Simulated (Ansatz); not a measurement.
**Ge2H6Se: shape, modes and thermochemistry**

The task is to find a stationary geometry of Ge2H6Se, check the end point by its vibrations and derive ideal-gas thermochemistry.

Method: RKS PBE0-D4/def2-TZVP; program: Ansatz 0.2.0, Gaussian basis.

Levels to be run: relaxation at PBE-D4/def2-SVP; relaxation at PBE0-D4/def2-TZVP; harmonic vibrations at the same level.

1 further run of the same task is left out (set aside as unsound or not needed).

### 1 The system as given

SMILES `[GeH3][Se][GeH3]`, 9 atoms, charge 0, spin multiplicity 1.

Atoms are counted from 1 here; the program's logs count them from 0.

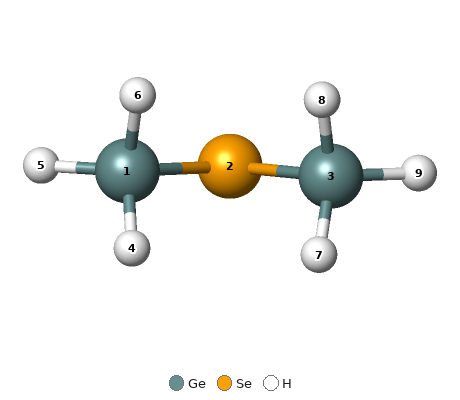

The starting geometry (germanium teal, selenium orange, hydrogen white); atoms are numbered from 1 in the order of the file.

Geometry (Å):

```
Ge    0.6511    0.3204   -1.5044
Se    1.5391   -0.6257    0.4032
Ge   -0.5449   -0.4183    1.5232
H    -0.5149   -0.4853   -2.0107
H     1.6773    0.4446   -2.6493
H     0.0993    1.8054   -1.1694
H    -1.5761   -1.2079    0.7739
H    -0.8759    1.0925    1.6024
H    -0.3665   -0.9722    3.0139
```

The start is a force-field geometry with small random shifts, so a cheaper pass at PBE-D4/def2-SVP comes first.

### 2 Geometry optimisation, PBE-D4/def2-SVP (cheap first pass)

The input, in.yaml:

```yaml
crystal:
  periodic: [false, false, false]
  atoms:
    - {symbol: Ge, position_ang: [0.651100, 0.320400, -1.504400]}
    - {symbol: Se, position_ang: [1.539100, -0.625700, 0.403200]}
    - {symbol: Ge, position_ang: [-0.544900, -0.418300, 1.523200]}
    - {symbol: H, position_ang: [-0.514900, -0.485300, -2.010700]}
    - {symbol: H, position_ang: [1.677300, 0.444600, -2.649300]}
    - {symbol: H, position_ang: [0.099300, 1.805400, -1.169400]}
    - {symbol: H, position_ang: [-1.576100, -1.207900, 0.773900]}
    - {symbol: H, position_ang: [-0.875900, 1.092500, 1.602400]}
    - {symbol: H, position_ang: [-0.366500, -0.972200, 3.013900]}
basis:
  gaussian: {orbitals: def2-SVP}
hamiltonian: {xc: pbe, dispersion: d4}
relax: {f_tol: 0.03, max_steps: 200}
```

What it wrote (excerpt; [...] marks lines left out):

```text
Functional definition: PBE
  name "PBE"
  cite "Perdew, Burke & Ernzerhof, Phys. Rev. Lett. 77, 3865 (1996) doi:10.1103/PhysRevLett.77.3865"
  parent pbe
[...]
1396 factors; their error is unknown
[...]
mean field -178435.00726344 eV, -6557.3655693396 hartree, gradient 1.5e-5 eV, S^2 0.000000; 0 other end points of the search recorded, 0 dependent functions left out
[...]
reference -178435.00730246 eV, -6557.3655707734 hartree; 52, 52 occupied and 74, 74 virtual orbitals, 1396 factors
relax step   1: F+E_penalty+E_count = -178435.23307032 eV  Δ(F+E_penalty+E_count) = +0.000e0 eV  max|allowed force component| = 1.710e0 eV/Å  Δτ_max = 0.0000 Å  (24 SCF iters, accepted)
[...]
relax step   4: F+E_penalty+E_count = -178435.39200847 eV  Δ(F+E_penalty+E_count) = -1.224e-3 eV  max|allowed force component| = 1.165e-1 eV/Å  Δτ_max = 0.0867 Å  (24 SCF iters, accepted)
[...]
relax step   5: F+E_penalty+E_count = -178435.39371051 eV  Δ(F+E_penalty+E_count) = -1.702e-3 eV  max|allowed force component| = 1.189e-2 eV/Å  Δτ_max = 0.0234 Å  (25 SCF iters, accepted)
1396 factors; their error is unknown
mean field -178435.17407674 eV, -6557.3716996152 hartree, gradient 2.6e-5 eV, S^2 0.000000; 1 other end points of the search recorded, 0 dependent functions left out
[...]
reference -178435.17411663 eV, -6557.3717010810 hartree; 52, 52 occupied and 74, 74 virtual orbitals, 1396 factors
Total energy: -178435.39375039 eV, -6557.3797724731 hartree
Atom 0 at     0.634543     0.383678    -1.596447 Å, force    -0.006515    -0.002490     0.009931 eV/Å
Atom 1 at     1.486409    -0.599963     0.393782 Å, force     0.006892    -0.002632     0.001817 eV/Å
Atom 2 at    -0.548795    -0.421091     1.610389 Å, force     0.001877     0.003647    -0.011888 eV/Å
Atom 3 at    -0.537080    -0.464653    -2.159968 Å, force     0.000641     0.001228     0.000308 eV/Å
Atom 4 at     1.818647     0.402772    -2.593735 Å, force     0.000490     0.001155    -0.003225 eV/Å
Atom 5 at     0.137330     1.826853    -1.313943 Å, force     0.000287    -0.000294    -0.001257 eV/Å
Atom 6 at    -1.672564    -1.225284     0.903103 Å, force    -0.000599     0.001142     0.001545 eV/Å
Atom 7 at    -0.975331     1.066653     1.730198 Å, force    -0.001851    -0.000770     0.000482 eV/Å
Atom 8 at    -0.254659    -1.015464     3.009420 Å, force    -0.001221    -0.000986     0.002289 eV/Å
Dipole moment:    -0.203604     0.082075    -0.054372 e Å
```

It took 13 s on 4 threads, shared host.

Along the way:

```tsv
step	energy from step 1 (eV)	largest force component (eV/Å)
1	0.0000	1.7100
2	-0.1476	0.2538
3	-0.1577	0.1324
4	-0.1589	0.1165
5	-0.1606	0.0119
```

Distances of close pairs at the start and the end, largest changes first:

```tsv
bond	before (Å)	after (Å)	change (Å)
Ge1–Se2	2.307	2.378	+0.071
Ge1–H6	1.619	1.552	-0.067
Ge3–H7	1.499	1.552	+0.053
Ge3–H9	1.600	1.548	-0.052
Ge1–H4	1.505	1.552	+0.047
Ge1–H5	1.543	1.548	+0.006
Ge3–H8	1.549	1.552	+0.004
Se2–Ge3	2.375	2.378	+0.003
```

### 3 Geometry optimisation, PBE0-D4/def2-TZVP

The input, in.yaml:

```yaml
crystal:
  periodic: [false, false, false]
  atoms:
    - {symbol: Ge, position_ang: [0.634543, 0.383678, -1.596447]}
    - {symbol: Se, position_ang: [1.486409, -0.599963, 0.393782]}
    - {symbol: Ge, position_ang: [-0.548795, -0.421091, 1.610389]}
    - {symbol: H, position_ang: [-0.537080, -0.464653, -2.159968]}
    - {symbol: H, position_ang: [1.818647, 0.402772, -2.593735]}
    - {symbol: H, position_ang: [0.137330, 1.826853, -1.313943]}
    - {symbol: H, position_ang: [-1.672564, -1.225284, 0.903103]}
    - {symbol: H, position_ang: [-0.975331, 1.066653, 1.730198]}
    - {symbol: H, position_ang: [-0.254659, -1.015464, 3.009420]}
basis:
  gaussian: {orbitals: def2-TZVP}
hamiltonian: {xc: pbe0, dispersion: d4}
relax: {f_tol: 0.005, max_steps: 150}
```

What it wrote (excerpt; [...] marks lines left out):

```text
Functional definition: PBE0
  name "PBE0"
  cite "Adamo & Barone, J. Chem. Phys. 110, 6158 (1999) doi:10.1063/1.478522"
  cite "Perdew, Burke & Ernzerhof, Phys. Rev. Lett. 77, 3865 (1996) doi:10.1103/PhysRevLett.77.3865"
  parent pbe
[...]
1478 factors; their error is unknown
[...]
mean field -178462.84306458 eV, -6558.3885161637 hartree, gradient 7.5e-5 eV, S^2 0.000000; 0 other end points of the search recorded, 0 dependent functions left out
[...]
reference -178462.84309794 eV, -6558.3885173895 hartree; 52, 52 occupied and 128, 128 virtual orbitals, 1478 factors
relax step   1: F+E_penalty+E_count = -178463.03149236 eV  Δ(F+E_penalty+E_count) = +0.000e0 eV  max|allowed force component| = 3.835e-1 eV/Å  Δτ_max = 0.0000 Å  (25 SCF iters, accepted)
[...]
Total energy: -178463.05081026 eV, -6558.3961506766 hartree
Atom 0 at     0.630302     0.380425    -1.583692 Å, force    -0.000831     0.001011    -0.002239 eV/Å
Atom 1 at     1.468089    -0.592462     0.388933 Å, force     0.001838    -0.000373     0.000562 eV/Å
Atom 2 at    -0.543908    -0.417938     1.597669 Å, force    -0.002199     0.000010     0.001412 eV/Å
Atom 3 at    -0.530936    -0.462911    -2.134406 Å, force     0.000013    -0.000501     0.001790 eV/Å
Atom 4 at     1.799774     0.401557    -2.575515 Å, force    -0.000967    -0.000064     0.000315 eV/Å
Atom 5 at     0.137791     1.808079    -1.296866 Å, force     0.000268    -0.000594     0.001506 eV/Å
Atom 6 at    -1.652954    -1.214107     0.891149 Å, force     0.001290     0.000159    -0.001378 eV/Å
Atom 7 at    -0.962404     1.056860     1.710835 Å, force     0.001134     0.000020    -0.001191 eV/Å
Atom 8 at    -0.257254    -1.006003     2.984692 Å, force    -0.000546     0.000332    -0.000776 eV/Å
Dipole moment:    -0.214321     0.086371    -0.057436 e Å
```

Run time: 36 s. Hardware: 4 threads, shared host; peak memory 0.68 GiB.

The steps of the relaxation:

```tsv
step	energy from step 1 (eV)	largest force component (eV/Å)
1	0.0000	0.3835
2	-0.0180	0.1321
3	-0.0190	0.0332
4	-0.0193	0.0022
```

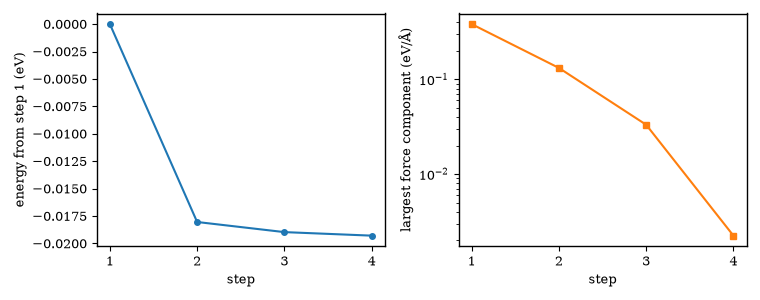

Energy and largest force along the relaxation.

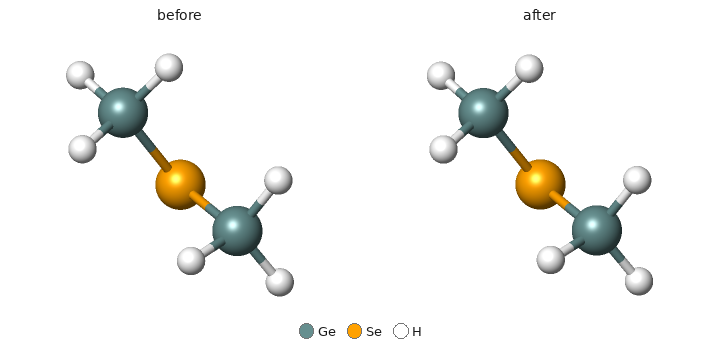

The geometry before (left) and after (right).

Close pairs (by a distance rule), those that changed most:

```tsv
bond	before (Å)	after (Å)	change (Å)
Ge1–Se2	2.378	2.354	-0.024
Se2–Ge3	2.378	2.354	-0.024
Ge1–H4	1.552	1.537	-0.015
Ge3–H7	1.552	1.537	-0.015
Ge1–H6	1.552	1.537	-0.015
Ge3–H8	1.552	1.537	-0.015
Ge3–H9	1.548	1.534	-0.015
Ge1–H5	1.548	1.534	-0.015
```

Mulliken charges of the relaxed molecule (report file):

```tsv
atom	value (e)
Ge1	0.09
Se2	-0.34
Ge3	0.09
H4	0.02
H5	0.03
H6	0.02
H7	0.02
H8	0.02
H9	0.03
```

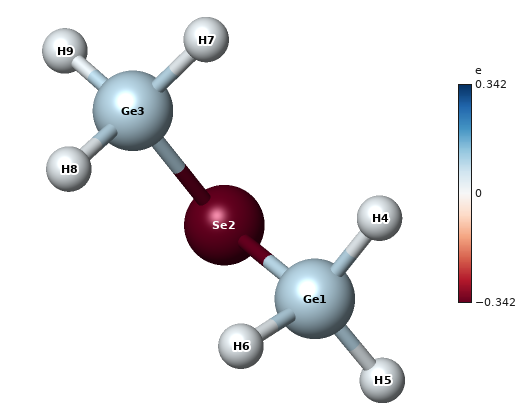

Mulliken charges of the relaxed molecule (report file), as colours on the atoms.

### 4 Vibrations by finite differences

The input, in.yaml:

```yaml
crystal:
  periodic: [false, false, false]
  atoms:
    - {symbol: Ge, position_ang: [0.630302, 0.380425, -1.583692]}
    - {symbol: Se, position_ang: [1.468089, -0.592462, 0.388933]}
    - {symbol: Ge, position_ang: [-0.543908, -0.417938, 1.597669]}
    - {symbol: H, position_ang: [-0.530936, -0.462911, -2.134406]}
    - {symbol: H, position_ang: [1.799774, 0.401557, -2.575515]}
    - {symbol: H, position_ang: [0.137791, 1.808079, -1.296866]}
    - {symbol: H, position_ang: [-1.652954, -1.214107, 0.891149]}
    - {symbol: H, position_ang: [-0.962404, 1.056860, 1.710835]}
    - {symbol: H, position_ang: [-0.257254, -1.006003, 2.984692]}
basis:
  gaussian: {orbitals: def2-TZVP}
hamiltonian: {xc: pbe0, dispersion: d4}
phonons: {temperatures: {t_min: 298.15, t_max: 900, t_step: 200}}
```

What it wrote (excerpt; [...] marks lines left out):

```text
Functional definition: PBE0
  name "PBE0"
  cite "Adamo & Barone, J. Chem. Phys. 110, 6158 (1999) doi:10.1063/1.478522"
  cite "Perdew, Burke & Ernzerhof, Phys. Rev. Lett. 77, 3865 (1996) doi:10.1103/PhysRevLett.77.3865"
  parent pbe
[...]
1478 factors; their error is unknown
[...]
mean field -178462.86095637 eV, -6558.3891736747 hartree, gradient 6.9e-5 eV, S^2 0.000000; 0 other end points of the search recorded, 0 dependent functions left out
[...]
reference -178462.86098951 eV, -6558.3891748926 hartree; 52, 52 occupied and 128, 128 virtual orbitals, 1478 factors
[...]
1478 factors; their error is unknown
mean field -178462.86087914 eV, -6558.3891708366 hartree, gradient 8.9e-7 eV, S^2 0.000000; 0 other end points of the search recorded, 0 dependent functions left out
[...]
Atom 1 at     1.468089    -0.592462     0.388933 Å, force     0.001839    -0.000371     0.000553 eV/Å
Atom 2 at    -0.543908    -0.417938     1.597669 Å, force    -0.002199     0.000012     0.001417 eV/Å
Atom 3 at    -0.530936    -0.462911    -2.134406 Å, force     0.000007    -0.000505     0.001788 eV/Å
Atom 4 at     1.799774     0.401557    -2.575515 Å, force    -0.000967    -0.000063     0.000316 eV/Å
Atom 5 at     0.137791     1.808079    -1.296866 Å, force     0.000266    -0.000585     0.001507 eV/Å
Atom 6 at    -1.652954    -1.214107     0.891149 Å, force     0.001288     0.000156    -0.001380 eV/Å
Atom 7 at    -0.962404     1.056860     1.710835 Å, force     0.001134     0.000021    -0.001191 eV/Å
Atom 8 at    -0.257254    -1.006003     2.984692 Å, force    -0.000547     0.000332    -0.000777 eV/Å
Dipole moment:    -0.214321     0.086371    -0.057436 e Å
Vibrations: 54.76 65.50 74.95 285.77 295.35 515.84 544.49 544.91 569.00 800.39 834.16 865.05 866.75 875.69 882.64 2146.08 2150.44 2151.80 2154.66 2173.87 2176.23 cm⁻¹, zero-point energy 1.303590 eV
```

Run time: 5.2 min. Hardware: 4 threads, shared host; peak memory 0.68 GiB.

Motions are named by where the mode's potential energy lies. The modes, unscaled (a negative number is an imaginary wavenumber):

```tsv
mode	cm⁻¹	motion
1	55	torsion
2	65	torsion
3	75	bend
4	286	Ge–Se stretch
5	295	Ge–Se stretch
6	516	bend
7	544	bend
8	545	bend
9	569	bend
10	800	bend
11	834	bend
12	865	bend
13	867	bend
14	876	bend
15	883	bend
16	2146	Ge–H stretch
17	2150	Ge–H stretch
18	2152	Ge–H stretch
19	2155	Ge–H stretch
20	2174	Ge–H stretch
21	2176	Ge–H stretch
```

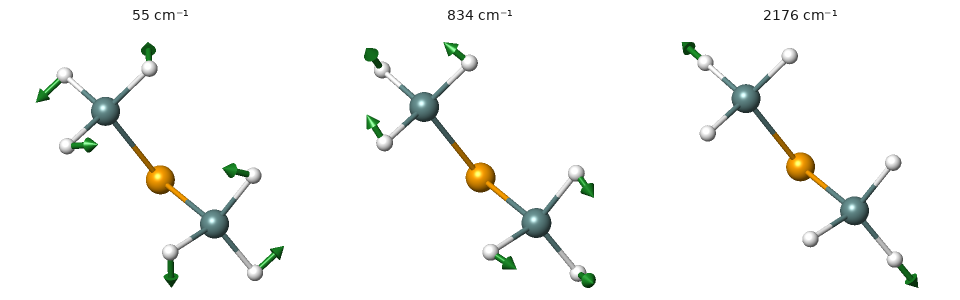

Displacements of 3 modes, as arrows.

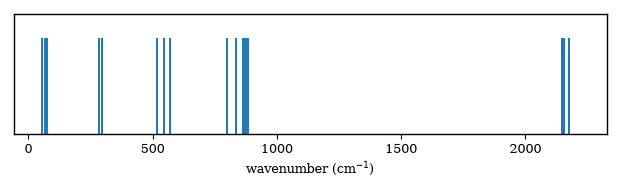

The harmonic wavenumbers as sticks (no intensities were computed).

From these modes and the moments of inertia (298.15 K, 1 bar, symmetry number 2):

```tsv
term	value
zero-point energy	125.8 kJ/mol
H(298) − E	147.4 kJ/mol
entropy, translation	176.7 J/(mol K)
entropy, rotation	115.7 J/(mol K)
entropy, vibration	80.1 J/(mol K)
entropy, total	372.4 J/(mol K)
```

### 5 What came out

| quantity | value |
| --- | --- |
| point group | C2v |
| steps | 5 + 4 |
| shift from the start (rms) | 0.121 Å |
| total energy | -178463.0508 eV |
| dispersion term | -190 meV |
| dipole moment | 1.14 D |
| lowest, highest wavenumber | 55, 2176 cm⁻¹ |
| zero-point energy | 125.8 kJ/mol |
| entropy at 298.15 K | 372.4 J/(mol K) |

The relaxed geometry lies 0.12 Å (rms) from the start; the bond that changed most is Ge1–H6, from 1.619 to 1.537 Å. No mode is imaginary: a true minimum at this level. The stiffest mode, 2176 cm⁻¹, is a Ge–H stretch, and 3 modes under 200 cm⁻¹ make the vibrational entropy uncertain. Harmonic hybrid wavenumbers usually lie a few per cent above measured fundamentals. The largest Mulliken charge, -0.34 e, sits on Se2.
